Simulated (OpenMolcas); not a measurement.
# Run report: CH4NSi, energy and gradient calculation (part 3 of 3)

CH4NSi, multiplicity 2, SMILES N=C[SiH2]; PBE/6-31G*, UKS (OpenMolcas 26.06). The geometry comes from this level: GFN2-xTB.

Geometry of the input (Å):
```
N  -1.5489  -0.1321  -0.1594
C  -0.3140  -0.1171  -0.5181
Si 0.9862  0.2015  0.7277
H  -2.2068  -0.3152  -0.9149
H  0.0108  -0.2895  -1.5565
H  0.6989  0.4398  2.1238
H  2.3737  0.2128  0.2975
```

## The program's output, continued
```
      Basis set list:
        1 N1     1s                 12 N1     3d0                23 C2     2pz                34 SI3    2px                45 SI3    3d1+
        2 N1     1s                 13 N1     3d1+               24 C2     3d2-               35 SI3    2px                46 SI3    3d2+
        3 N1     1s                 14 N1     3d2+               25 C2     3d1-               36 SI3    2py                47 H4     1s
        4 N1     2px                15 C2     1s                 26 C2     3d0                37 SI3    2py                48 H4     1s
        5 N1     2px                16 C2     1s                 27 C2     3d1+               38 SI3    2py                49 H5     1s
        6 N1     2py                17 C2     1s                 28 C2     3d2+               39 SI3    2pz                50 H5     1s
        7 N1     2py                18 C2     2px                29 SI3    1s                 40 SI3    2pz                51 H6     1s
        8 N1     2pz                19 C2     2px                30 SI3    1s                 41 SI3    2pz                52 H6     1s
        9 N1     2pz                20 C2     2py                31 SI3    1s                 42 SI3    3d2-               53 H7     1s
       10 N1     3d2-               21 C2     2py                32 SI3    1s                 43 SI3    3d1-               54 H7     1s
       11 N1     3d1-               22 C2     2pz                33 SI3    2px                44 SI3    3d0

  Index Energy  Occupation Coefficients ...

    1  -65.4038    2.0000         29 SI3    1s     ( 0.997),

    2  -13.9817    2.0000          1 N1     1s     ( 0.998),

    3   -9.9304    2.0000         15 C2     1s     ( 0.997),

    4   -4.9900    2.0000         30 SI3    1s     (-1.013),

    5   -3.5003    2.0000         33 SI3    2px    (-0.783),    39 SI3    2pz    ( 0.589),

    6   -3.4812    2.0000         33 SI3    2px    (-0.580),    39 SI3    2pz    (-0.778),

    7   -3.4686    2.0000         36 SI3    2py    ( 0.973),

    8   -0.5058    2.0000         16 C2     1s     ( 0.242),    17 C2     1s     ( 0.214),    18 C2     2px    ( 0.197),    22 C2     2pz    (-0.293),
                                  49 H5     1s     ( 0.299),    50 H5     1s     ( 0.201),

    9   -0.3452    2.0000          8 N1     2pz    ( 0.500),     9 N1     2pz    ( 0.312),

   10   -0.5265    2.0000          4 N1     2px    (-0.459),    16 C2     1s     (-0.274),    18 C2     2px    ( 0.298),

   11   -0.7004    2.0000          2 N1     1s     ( 0.433),     3 N1     1s     ( 0.501),

   12   -0.3375    1.9998         40 SI3    2pz    ( 0.416),    51 H6     1s     ( 0.289),    52 H6     1s     ( 0.279),

   13   -0.3169    1.9998         34 SI3    2px    ( 0.420),    53 H7     1s     ( 0.279),    54 H7     1s     ( 0.299),

   14   -0.4426    1.9985         31 SI3    1s     ( 0.592),

   15   -0.2974    1.9978          6 N1     2py    ( 0.411),     7 N1     2py    ( 0.261),    20 C2     2py    ( 0.387),    21 C2     2py    ( 0.247),

   16   -0.1395    1.0000         37 SI3    2py    ( 0.570),    38 SI3    2py    ( 0.417),

   17    0.0015    0.0022          6 N1     2py    (-0.518),     7 N1     2py    (-0.297),    20 C2     2py    ( 0.522),    21 C2     2py    ( 0.474),
                                  37 SI3    2py    (-0.402),

   18    0.1081    0.0015         32 SI3    1s     (-0.969),    52 H6     1s     ( 0.505),    54 H7     1s     ( 0.503),

   19    0.1571    0.0002         34 SI3    2px    ( 0.847),    35 SI3    2px    ( 0.802),    54 H7     1s     (-0.903),

   20    0.1726    0.0002         40 SI3    2pz    ( 0.906),    41 SI3    2pz    ( 0.864),    52 H6     1s     (-0.965),

   21    0.7537    0.0000          2 N1     1s     (-0.520),     3 N1     1s     (-0.469),     9 N1     2pz    ( 0.450),    14 N1     3d2+   ( 0.498),
                                  19 C2     2px    (-0.315),    47 H4     1s     ( 0.389),    48 H4     1s     ( 0.488),

   22    0.4652    0.0000          4 N1     2px    ( 0.765),     5 N1     2px    ( 0.510),    16 C2     1s     (-0.611),    17 C2     1s     (-0.561),
                                  18 C2     2px    ( 0.515),    48 H4     1s     ( 0.560),

   23    0.5866    0.0000          3 N1     1s     (-0.589),     8 N1     2pz    ( 0.684),    17 C2     1s     ( 0.938),    32 SI3    1s     (-0.660),
                                  48 H4     1s     ( 0.480),    50 H5     1s     (-0.801),

   24    0.7779    0.0000          3 N1     1s     ( 1.052),    19 C2     2px    ( 1.316),

   25    0.2681    0.0000         37 SI3    2py    (-1.189),    38 SI3    2py    ( 1.279),

   26    0.6530    0.0000         32 SI3    1s     (-2.183),

   27    1.2970    0.0000          3 N1     1s     (-4.541),

   28    0.7972    0.0000          3 N1     1s     ( 0.874),    40 SI3    2pz    (-1.083),    41 SI3    2pz    ( 1.413),    52 H6     1s     (-1.026),

   29    0.8824    0.0000          3 N1     1s     ( 0.930),     9 N1     2pz    (-0.811),    19 C2     2px    ( 0.888),    32 SI3    1s     (-0.804),
                                  34 SI3    2px    ( 0.960),    35 SI3    2px    (-1.413),    41 SI3    2pz    ( 0.931),    54 H7     1s     ( 1.387),

   30    1.2113    0.0000          3 N1     1s     (-2.943),    17 C2     1s     ( 4.629),

   31    0.4444    0.0000         17 C2     1s     ( 1.081),    31 SI3    1s     (-1.781),    32 SI3    1s     ( 1.660),

   32    0.5158    0.0000         17 C2     1s     (-0.742),    19 C2     2px    (-0.971),    41 SI3    2pz    (-0.539),    48 H4     1s     ( 0.637),
                                  50 H5     1s     ( 1.057),

   33    0.6265    0.0000          6 N1     2py    (-0.630),     7 N1     2py    ( 0.915),    21 C2     2py    (-0.652),

   34    0.7786    0.0000          9 N1     2pz    ( 0.954),    23 C2     2pz    (-1.744),    48 H4     1s     ( 1.220),    50 H5     1s     (-1.675),
                                  52 H6     1s     ( 1.033),

   35    1.1267    0.0000         17 C2     1s     (-0.859),    23 C2     2pz    (-1.203),    27 C2     3d1+   (-0.651),    32 SI3    1s     ( 1.103),
                                  35 SI3    2px    (-0.768),    50 H5     1s     (-0.619),    52 H6     1s     (-0.725),    53 H7     1s     ( 0.615),

   36    0.8675    0.0000         17 C2     1s     (-0.771),    19 C2     2px    (-0.856),    48 H4     1s     (-0.834),    53 H7     1s     (-0.803),
                                  54 H7     1s     ( 1.308),

   37    0.6750    0.0000          3 N1     1s     ( 0.465),     5 N1     2px    ( 0.477),    23 C2     2pz    (-0.473),    40 SI3    2pz    (-0.471),
                                  49 H5     1s     (-0.535),    50 H5     1s     ( 0.641),    51 H6     1s     (-0.653),    52 H6     1s     ( 0.920),
                                  54 H7     1s     (-0.561),

   38    0.7462    0.0000          3 N1     1s     (-0.911),     5 N1     2px    (-1.197),    19 C2     2px    (-1.292),    41 SI3    2pz    (-1.131),
                                  48 H4     1s     (-0.916),    49 H5     1s     ( 0.720),    52 H6     1s     ( 1.172),    54 H7     1s     (-0.821),

   39    1.2030    0.0000          3 N1     1s     ( 1.521),     5 N1     2px    ( 1.553),    23 C2     2pz    (-2.629),    50 H5     1s     (-1.642),

   40    0.6398    0.0000          6 N1     2py    (-0.525),     7 N1     2py    ( 0.552),    20 C2     2py    (-0.570),    21 C2     2py    ( 0.412),
                                  35 SI3    2px    ( 0.353),    42 SI3    3d2-   (-0.333),    45 SI3    3d1+   (-0.297),    54 H7     1s     (-0.442),

   41    0.7466    0.0000          5 N1     2px    ( 0.716),    17 C2     1s     (-0.613),    32 SI3    1s     ( 0.602),    35 SI3    2px    ( 0.604),
                                  45 SI3    3d1+   (-0.671),    50 H5     1s     (-0.504),    54 H7     1s     (-0.835),

   42    0.5446    0.0000         42 SI3    3d2-   ( 0.698),    43 SI3    3d1-   (-0.653),

   43    0.8814    0.0000          3 N1     1s     ( 1.736),     5 N1     2px    ( 1.769),    17 C2     1s     (-1.737),    19 C2     2px    ( 1.900),

   44    1.5943    0.0000          5 N1     2px    (-0.410),    17 C2     1s     ( 0.768),    24 C2     3d2-   (-0.433),    25 C2     3d1-   (-0.745),

   45    1.0442    0.0000          5 N1     2px    ( 1.264),    17 C2     1s     (-2.017),

   46    0.8088    0.0000          3 N1     1s     ( 0.601),    20 C2     2py    ( 0.600),    21 C2     2py    (-1.181),

   47    1.4945    0.0000          3 N1     1s     (-0.892),    16 C2     1s     ( 0.551),    23 C2     2pz    (-1.043),    28 C2     3d2+   ( 0.680),
                                  32 SI3    1s     ( 0.522),    35 SI3    2px    (-0.572),    52 H6     1s     (-0.845),    54 H7     1s     ( 0.544),

   48    1.6398    0.0000          3 N1     1s     ( 1.141),     5 N1     2px    ( 1.107),    17 C2     1s     (-2.057),

   49    1.9976    0.0000         13 N1     3d1+   (-0.855),    17 C2     1s     (-0.719),    23 C2     2pz    ( 0.801),    49 H5     1s     (-0.533),
                                  50 H5     1s     ( 1.000),

   50    2.2835    0.0000          7 N1     2py    ( 0.552),    10 N1     3d2-   ( 0.869),    24 C2     3d2-   ( 0.857),

   51    1.3384    0.0000          3 N1     1s     (-0.809),    16 C2     1s     ( 0.675),    17 C2     1s     (-1.279),    19 C2     2px    (-1.303),
                                  23 C2     2pz    ( 1.005),    41 SI3    2pz    (-0.664),    50 H5     1s     ( 0.857),    54 H7     1s     (-0.693),

   52    1.7441    0.0000          3 N1     1s     ( 1.486),    17 C2     1s     (-1.743),

   53    1.8775    0.0000          3 N1     1s     (-2.509),     5 N1     2px    (-1.448),    17 C2     1s     ( 1.741),    19 C2     2px    (-1.705),
                                  23 C2     2pz    ( 1.453),

   54    1.6610    0.0000          3 N1     1s     ( 1.027),     5 N1     2px    ( 0.788),    11 N1     3d1-   (-0.664),    17 C2     1s     (-0.945),

--

++    Molecular properties:
      ---------------------

      Charge (e):
                      =   -0.0000
      Dipole Moment (debye):
      Origin of the operator (angstrom)=    0.0520    0.0419    0.2044
                   X=  8.2998E-01               Y= -1.9537E-01               Z= -1.3434E+00           Total=  1.5911E+00
      Quadrupole Moment (debye*angstrom):
      Origin of the operator (angstrom)=    0.0520    0.0419    0.2044
                  XX= -2.6099E+01              XY=  6.7588E-01              XZ=  3.1656E+00              YY= -2.7262E+01
                  YZ=  9.2051E-01              ZZ= -2.3648E+01
      In traceless form (debye*angstrom)
                  XX= -6.4371E-01              XY=  1.0138E+00              XZ=  4.7484E+00              YY= -2.3880E+00
                  YZ=  1.3808E+00              ZZ=  3.0317E+00
--

--- Stop Module: scf /rc=_RC_ALL_IS_WELL_ ---
--- Module scf spent 16 seconds ---

--- Start Module: alaska ---

                                              &ALASKA

                       available to each process: 1.9 GB of memory, 1 thread

                     Threshold for contributions to the gradient: 1.000E-07

                    ********************************************
                    * Symmetry Adapted Cartesian Displacements *
                    ********************************************

           Irreducible representation : a
           Basis function(s) of irrep: x, y, xy, Rz, z, xz, Ry, yz, Rx, I

 Basis Label        Type   Center Phase
   1   N1           x         1     1
   2   N1           y         1     1
   3   N1           z         1     1
   4   C2           x         2     1
   5   C2           y         2     1
   6   C2           z         2     1
   7   SI3          x         3     1
   8   SI3          y         3     1
   9   SI3          z         3     1
  10   H4           x         4     1
  11   H4           y         4     1
  12   H4           z         4     1
  13   H5           x         5     1
  14   H5           y         5     1
  15   H5           z         5     1
  16   H6           x         6     1
  17   H6           y         6     1
  18   H6           z         6     1
  19   H7           x         7     1
  20   H7           y         7     1
  21   H7           z         7     1

                     No automatic utilization of translational and rotational invariance of the energy is employed.

 DFT contribution computed for a moving grid.

 Conventional ERI gradients!

 **************************************************
 *              Molecular gradients               *
 **************************************************

  Irreducible representation: a
 ------------------------------------------------------------------------------------------
                              X                       Y                       Z
 ------------------------------------------------------------------------------------------
  N1                1.20810550583492E-02   -3.53346779814102E-03   -2.28753733732625E-02
  C2               -2.86967365438340E-03    1.28327672237050E-03    7.45172990116849E-03
  SI3               1.90602565524944E-03    1.42256725997258E-03    7.35516099427080E-03
  H4                3.16031312787812E-03    2.67607525310654E-03    1.29710085915393E-02
  H5               -4.48049912720938E-03    8.80872521892950E-04    6.63487114118899E-03
  H6                4.89016046739688E-03   -2.59830261512151E-03   -1.59073726226224E-02
  H7               -1.46873815273114E-02   -1.31021344078851E-04    4.36997536773143E-03
 ------------------------------------------------------------------------------------------

--- Stop Module: alaska /rc=_RC_ALL_IS_WELL_ ---
--- Module alaska spent 3 seconds ---

.##################.
.# Happy landing! #.
.##################.

    Timing: Wall=21.41 User=19.35 System=2.04
```

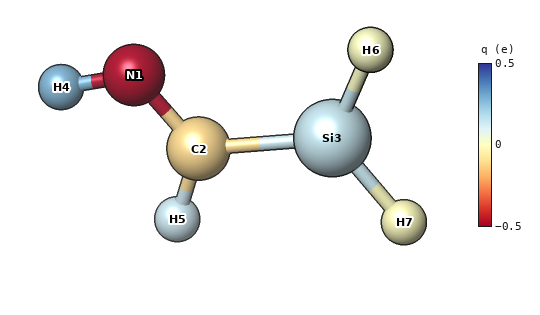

Fig. 1: Mulliken charges, as the colour of each atom (ball-and-stick view, seen at a tilt; atoms are numbered from 1 in the order of the input). By element: N −0.48, C −0.12, Si +0.15 and H −0.01 to +0.29 e.

## Key numbers

- outcome: converged
- total energy: −384.369610 hartree
- basis functions: 54
- largest force: 1.343 eV/Å
- ⟨S²⟩: 0.758
- dipole moment: 1.59 debye
- wall time: 22 s
- peak memory: 0.39 GiB
